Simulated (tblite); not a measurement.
# Run report: C2H8O2Si, geometry relaxation

The run: geometry relaxation of C2H8O2Si. Method and program: GFN2-xTB geometry optimisation, gas phase (tblite 0.8.0).

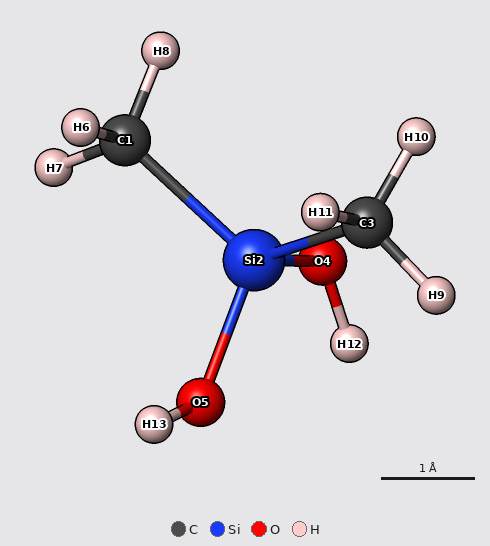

The starting structure (ball-and-stick view, seen at a tilt; atoms are numbered from 1 in the order of the input). Bond lengths as drawn: C–H 1.08 to 1.09 Å, C–Si 1.90 Å, H–O 0.95 to 1.00 Å and O–Si 1.63 to 1.64 Å.

## Input
```
{"job": {"xc": "GFN2-xTB", "basis": "xTB", "kind": "relax"}, "charge": 0, "multiplicity": 1}
C     -1.020500     0.511200     1.260700
Si    -0.010500    -0.414400    -0.052900
C      0.753200     0.806700    -1.298400
O     -1.008600    -1.472900    -0.783700
O      1.162700    -1.358500     0.607100
H     -0.447100     1.308100     1.725300
H     -1.349300    -0.163100     2.045700
H     -1.906200     0.958900     0.823700
H      1.410600     0.296400    -1.997300
H     -0.016200     1.303500    -1.880000
H      1.336500     1.580000    -0.806700
H     -0.625700    -2.363600    -1.018500
H      1.860900    -0.962600     1.118900
```

The first line tells a small driver script what to run in tblite; the rest is the geometry in Å.

Launched with:
```bash
OMP_NUM_THREADS=1 python <driver script> task.json out
```

## Log
```
step      E/eV     max force
  0    -498.04206    1.719
  1    -498.07916    0.506
  2    -498.08141    0.086
  3    -498.08161    0.041
  4    -498.08176    0.050
  5    -498.08190    0.039
  6    -498.08201    0.037
  7    -498.08209    0.026
  8    -498.08218    0.034
  9    -498.08226    0.033
 10    -498.08233    0.019
 11    -498.08238    0.016
 12    -498.08242    0.018
 13    -498.08245    0.020
 14    -498.08248    0.013
 15    -498.08250    0.012
 16    -498.08252    0.010
 17    -498.08254    0.013
 18    -498.08255    0.010
 19    -498.08256    0.005
 20    -498.08256    0.005
 21    -498.08256    0.007
 22    -498.08257    0.008
 23    -498.08257    0.006
 24    -498.08257    0.004
 25    -498.08258    0.005
 26    -498.08258    0.006
 27    -498.08258    0.005
 28    -498.08258    0.002
```

## Trajectory as extended XYZ (Å, eV, eV/Å), 12 frames, from step=0 to step=28
```
13
Properties=species:S:1:pos:R:3:forces:R:3 step=0 energy=-498.04206
C    -1.0205    0.5112    1.2607   -0.0040   0.0060   0.0030
Si   -0.0105   -0.4144   -0.0529   -0.0140  -0.0010  -0.0060
C     0.7532    0.8067   -1.2984   -0.0060  -0.0020  -0.0050
O    -1.0086   -1.4729   -0.7837    0.7130  -1.5150  -0.3890
O     1.1627   -1.3585    0.6071   -0.0020   0.0060   0.0010
H    -0.4471    1.3081    1.7253   -0.0030  -0.0040   0.0010
H    -1.3493   -0.1631    2.0457    0.0010   0.0020   0.0010
H    -1.9062    0.9589    0.8237    0.0010  -0.0010   0.0020
H     1.4106    0.2964   -1.9973    0.0000   0.0020   0.0010
H    -0.0162    1.3035   -1.8800    0.0030  -0.0020   0.0010
H     1.3365    1.5800   -0.8067   -0.0020  -0.0060   0.0000
H    -0.6257   -2.3636   -1.0185   -0.6890   1.5150   0.3890
H     1.8609   -0.9626    1.1189    0.0020  -0.0020   0.0010
13
Properties=species:S:1:pos:R:3:forces:R:3 step=2 energy=-498.08141
C    -1.0207    0.5110    1.2605    0.0000  -0.0210  -0.0220
Si   -0.0123   -0.4169   -0.0544    0.0060  -0.0210  -0.0080
C     0.7529    0.8066   -1.2986   -0.0180  -0.0200   0.0060
O    -0.9971   -1.4895   -0.7871    0.0850   0.0090   0.0120
O     1.1627   -1.3581    0.6072   -0.0020   0.0120   0.0030
H    -0.4471    1.3080    1.7253    0.0010  -0.0150  -0.0110
H    -1.3493   -0.1630    2.0457   -0.0030   0.0010   0.0040
H    -1.9062    0.9589    0.8238   -0.0060   0.0020   0.0020
H     1.4106    0.2965   -1.9973    0.0000   0.0020  -0.0010
H    -0.0161    1.3035   -1.8800   -0.0010   0.0040  -0.0060
H     1.3364    1.5798   -0.8067   -0.0100  -0.0160   0.0040
H    -0.6349   -2.3442   -1.0136   -0.0560   0.0600   0.0120
H     1.8610   -0.9627    1.1190    0.0050   0.0040   0.0050
13
Properties=species:S:1:pos:R:3:forces:R:3 step=5 energy=-498.08190
C    -1.0210    0.5095    1.2591   -0.0080   0.0030   0.0080
Si   -0.0105   -0.4170   -0.0540    0.0220   0.0230   0.0170
C     0.7517    0.8053   -1.2986    0.0060   0.0100  -0.0120
O    -0.9926   -1.4867   -0.7864   -0.0290   0.0210  -0.0150
O     1.1632   -1.3573    0.6080    0.0200  -0.0050   0.0150
H    -0.4471    1.3063    1.7240    0.0020  -0.0100  -0.0100
H    -1.3495   -0.1629    2.0459   -0.0020  -0.0040  -0.0040
H    -1.9066    0.9589    0.8239    0.0000  -0.0060  -0.0040
H     1.4103    0.2966   -1.9974   -0.0030  -0.0030  -0.0020
H    -0.0162    1.3037   -1.8804   -0.0040  -0.0040   0.0000
H     1.3353    1.5781   -0.8062   -0.0060  -0.0070   0.0050
H    -0.6387   -2.3423   -1.0135   -0.0130  -0.0220  -0.0080
H     1.8616   -0.9622    1.1195    0.0140   0.0060   0.0110
13
Properties=species:S:1:pos:R:3:forces:R:3 step=7 energy=-498.08209
C    -1.0216    0.5086    1.2586   -0.0010   0.0040   0.0080
Si   -0.0081   -0.4159   -0.0528   -0.0090  -0.0160  -0.0050
C     0.7514    0.8051   -1.2992    0.0090   0.0070  -0.0040
O    -0.9914   -1.4839   -0.7870   -0.0210   0.0040  -0.0150
O     1.1647   -1.3571    0.6094    0.0170   0.0020   0.0120
H    -0.4469    1.3047    1.7226    0.0050   0.0080   0.0050
H    -1.3498   -0.1632    2.0457   -0.0040  -0.0100  -0.0020
H    -1.9069    0.9585    0.8237   -0.0010  -0.0080  -0.0090
H     1.4100    0.2964   -1.9976    0.0010  -0.0050  -0.0080
H    -0.0166    1.3035   -1.8807   -0.0070  -0.0050   0.0000
H     1.3343    1.5767   -0.8056    0.0070   0.0130   0.0030
H    -0.6422   -2.3420   -1.0138   -0.0140   0.0000  -0.0010
H     1.8630   -0.9615    1.1206    0.0180   0.0050   0.0140
13
Properties=species:S:1:pos:R:3:forces:R:3 step=10 energy=-498.08233
C    -1.0220    0.5078    1.2588    0.0130  -0.0080  -0.0080
Si   -0.0060   -0.4167   -0.0520   -0.0060  -0.0130  -0.0080
C     0.7519    0.8053   -1.3000   -0.0010  -0.0110   0.0150
O    -0.9924   -1.4802   -0.7897    0.0060  -0.0050   0.0010
O     1.1685   -1.3561    0.6127   -0.0070   0.0170  -0.0020
H    -0.4462    1.3039    1.7216   -0.0090   0.0050   0.0100
H    -1.3507   -0.1648    2.0453    0.0000   0.0010  -0.0020
H    -1.9073    0.9568    0.8222    0.0080  -0.0080  -0.0020
H     1.4098    0.2958   -1.9990    0.0000   0.0080   0.0000
H    -0.0178    1.3025   -1.8809    0.0050  -0.0070   0.0090
H     1.3341    1.5768   -0.8048    0.0050   0.0080  -0.0150
H    -0.6489   -2.3414   -1.0142   -0.0150   0.0090   0.0010
H     1.8669   -0.9598    1.1239   -0.0010   0.0030   0.0010
13
Properties=species:S:1:pos:R:3:forces:R:3 step=12 energy=-498.08242
C    -1.0213    0.5071    1.2585    0.0040  -0.0020  -0.0010
Si   -0.0056   -0.4178   -0.0522    0.0080   0.0150   0.0050
C     0.7522    0.8049   -1.2995    0.0030  -0.0020   0.0020
O    -0.9931   -1.4790   -0.7908   -0.0020   0.0030   0.0060
O     1.1697   -1.3547    0.6140   -0.0050   0.0010  -0.0030
H    -0.4466    1.3040    1.7220   -0.0120  -0.0050   0.0030
H    -1.3510   -0.1654    2.0449    0.0050   0.0030  -0.0040
H    -1.9068    0.9555    0.8214    0.0110  -0.0060  -0.0020
H     1.4097    0.2961   -1.9995    0.0000   0.0070   0.0050
H    -0.0179    1.3016   -1.8803    0.0040  -0.0060   0.0100
H     1.3345    1.5776   -0.8056    0.0000  -0.0020  -0.0130
H    -0.6524   -2.3410   -1.0144   -0.0070  -0.0110  -0.0050
H     1.8684   -0.9589    1.1253   -0.0090   0.0050  -0.0030
13
Properties=species:S:1:pos:R:3:forces:R:3 step=15 energy=-498.08250
C    -1.0204    0.5062    1.2582   -0.0040   0.0030   0.0040
Si   -0.0046   -0.4176   -0.0521    0.0030   0.0000   0.0010
C     0.7528    0.8044   -1.2989    0.0040   0.0060  -0.0070
O    -0.9933   -1.4777   -0.7910    0.0020   0.0000   0.0070
O     1.1704   -1.3535    0.6148    0.0020  -0.0120   0.0000
H    -0.4480    1.3037    1.7229    0.0000   0.0030   0.0050
H    -1.3507   -0.1659    2.0442    0.0030  -0.0070   0.0020
H    -1.9054    0.9537    0.8202   -0.0030   0.0000  -0.0070
H     1.4099    0.2969   -1.9996    0.0060  -0.0050  -0.0030
H    -0.0180    1.3002   -1.8788   -0.0090   0.0020  -0.0010
H     1.3351    1.5782   -0.8075    0.0060   0.0040   0.0020
H    -0.6566   -2.3413   -1.0149   -0.0040   0.0000   0.0000
H     1.8688   -0.9574    1.1262   -0.0070   0.0060  -0.0020
13
Properties=species:S:1:pos:R:3:forces:R:3 step=17 energy=-498.08254
C    -1.0202    0.5060    1.2584    0.0000   0.0000  -0.0010
Si   -0.0036   -0.4172   -0.0518   -0.0010  -0.0120  -0.0040
C     0.7535    0.8047   -1.2992    0.0000   0.0000   0.0000
O    -0.9932   -1.4770   -0.7904    0.0050  -0.0020   0.0050
O     1.1708   -1.3539    0.6152    0.0020  -0.0040  -0.0010
H    -0.4489    1.3036    1.7238    0.0030   0.0060   0.0050
H    -1.3503   -0.1667    2.0439   -0.0010  -0.0070   0.0010
H    -1.9048    0.9528    0.8190   -0.0060   0.0010  -0.0020
H     1.4105    0.2970   -1.9998    0.0030  -0.0030  -0.0050
H    -0.0187    1.2996   -1.8781   -0.0030   0.0030  -0.0050
H     1.3358    1.5788   -0.8084    0.0050   0.0060   0.0030
H    -0.6592   -2.3417   -1.0152   -0.0030   0.0120   0.0050
H     1.8682   -0.9560    1.1264   -0.0030   0.0020   0.0000
13
Properties=species:S:1:pos:R:3:forces:R:3 step=20 energy=-498.08256
C    -1.0201    0.5059    1.2584    0.0000   0.0000  -0.0010
Si   -0.0032   -0.4176   -0.0518    0.0020   0.0030   0.0010
C     0.7539    0.8048   -1.2993    0.0000   0.0000   0.0000
O    -0.9933   -1.4767   -0.7898   -0.0040   0.0020   0.0030
O     1.1711   -1.3544    0.6152    0.0010  -0.0010  -0.0010
H    -0.4492    1.3039    1.7244   -0.0020  -0.0010   0.0000
H    -1.3502   -0.1674    2.0438    0.0000   0.0000  -0.0030
H    -1.9049    0.9524    0.8185    0.0000  -0.0020   0.0020
H     1.4109    0.2969   -2.0001   -0.0020   0.0020  -0.0010
H    -0.0190    1.2994   -1.8781    0.0040   0.0000  -0.0010
H     1.3363    1.5793   -0.8087   -0.0010  -0.0010  -0.0010
H    -0.6602   -2.3413   -1.0151    0.0020   0.0010   0.0020
H     1.8679   -0.9553    1.1265    0.0000   0.0000   0.0010
13
Properties=species:S:1:pos:R:3:forces:R:3 step=22 energy=-498.08257
C    -1.0200    0.5058    1.2583   -0.0010   0.0000   0.0020
Si   -0.0029   -0.4177   -0.0518    0.0000   0.0080   0.0020
C     0.7540    0.8048   -1.2994    0.0010   0.0010  -0.0030
O    -0.9937   -1.4764   -0.7892   -0.0040   0.0020   0.0020
O     1.1714   -1.3547    0.6151    0.0000   0.0010  -0.0010
H    -0.4495    1.3039    1.7246   -0.0020  -0.0030  -0.0010
H    -1.3502   -0.1678    2.0433    0.0010   0.0000  -0.0020
H    -1.9051    0.9520    0.8186    0.0020  -0.0020   0.0010
H     1.4108    0.2970   -2.0004    0.0000   0.0000   0.0000
H    -0.0186    1.2994   -1.8784    0.0020   0.0000   0.0000
H     1.3364    1.5794   -0.8089   -0.0010  -0.0030  -0.0010
H    -0.6604   -2.3408   -1.0148    0.0010  -0.0030   0.0000
H     1.8677   -0.9551    1.1266    0.0010  -0.0010   0.0010
13
Properties=species:S:1:pos:R:3:forces:R:3 step=25 energy=-498.08258
C    -1.0200    0.5057    1.2583   -0.0010  -0.0010   0.0000
Si   -0.0025   -0.4172   -0.0516   -0.0020  -0.0010  -0.0030
C     0.7543    0.8048   -1.2997    0.0000   0.0000  -0.0010
O    -0.9943   -1.4759   -0.7883    0.0020  -0.0010   0.0010
O     1.1717   -1.3547    0.6148   -0.0010   0.0050  -0.0010
H    -0.4502    1.3038    1.7250    0.0010   0.0010   0.0020
H    -1.3501   -0.1685    2.0428    0.0000  -0.0030   0.0020
H    -1.9051    0.9514    0.8186   -0.0020   0.0010  -0.0020
H     1.4110    0.2970   -2.0008    0.0030  -0.0020   0.0000
H    -0.0182    1.2994   -1.8787   -0.0020   0.0010  -0.0010
H     1.3366    1.5794   -0.8093    0.0020   0.0000   0.0000
H    -0.6608   -2.3402   -1.0143   -0.0010   0.0030   0.0010
H     1.8675   -0.9550    1.1269    0.0010  -0.0030   0.0010
13
Properties=species:S:1:pos:R:3:forces:R:3 step=28 energy=-498.08258
C    -1.0202    0.5055    1.2585    0.0000   0.0000  -0.0010
Si   -0.0025   -0.4165   -0.0518    0.0000  -0.0020  -0.0010
C     0.7546    0.8048   -1.3003   -0.0010   0.0000   0.0010
O    -0.9949   -1.4755   -0.7871    0.0020  -0.0010   0.0000
O     1.1719   -1.3539    0.6143    0.0000   0.0000   0.0000
H    -0.4508    1.3036    1.7256   -0.0010   0.0010   0.0020
H    -1.3499   -0.1695    2.0424    0.0000   0.0000   0.0010
H    -1.9054    0.9508    0.8184   -0.0020   0.0010   0.0010
H     1.4115    0.2968   -2.0011    0.0000  -0.0010   0.0010
H    -0.0179    1.2995   -1.8792    0.0010   0.0010  -0.0020
H     1.3370    1.5792   -0.8097    0.0010   0.0010  -0.0010
H    -0.6612   -2.3395   -1.0138   -0.0010   0.0010   0.0000
H     1.8677   -0.9554    1.1274    0.0010   0.0000   0.0000
```

## Summary

```csv
quantity,value
outcome,converged
total energy,−498.0826 eV
hardware,"1 CPU thread, shared host"
peak memory,0.18 GiB
```
